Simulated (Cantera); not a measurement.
Feed: 1 mol MgO, 0.0078 mol C, a varied amount of H₂, at 3000 K and 5.90 bar.

Cantera equilibrium calculation (NASA polynomials, part measured and part estimated; ideal gas, pure solids and liquids). Candidate condensed phases: C, C₆H₆, C₇H₈, C₈H₁₈, H₂O, Mg, MgCO₃, MgO, Mg(OH)₂; 116 gas species. The tables' values for MgH are old estimates; treat these amounts as uncertain. Equilibrium is a limit: real reactors are often held back by kinetics, nucleation or transport.

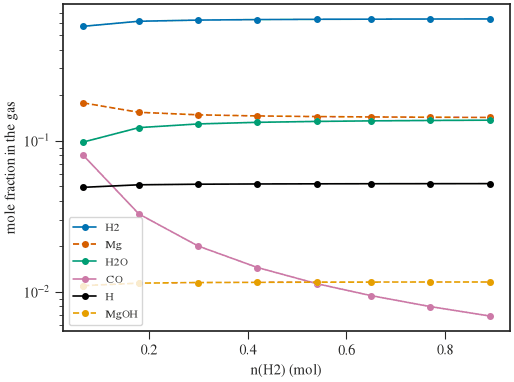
Figure: Equilibrium gas composition (values under 1e-9 drawn at 1e-9)

From 0.067 mol H₂ to 0.89 mol H₂ the condensed part is MgO(s). The main Mg-bearing gas is Mg throughout. The share of Mg in condensed phases is highest at 0.067 mol H₂ (98.1 %) and lowest at 0.89 mol H₂ (82.1 %).
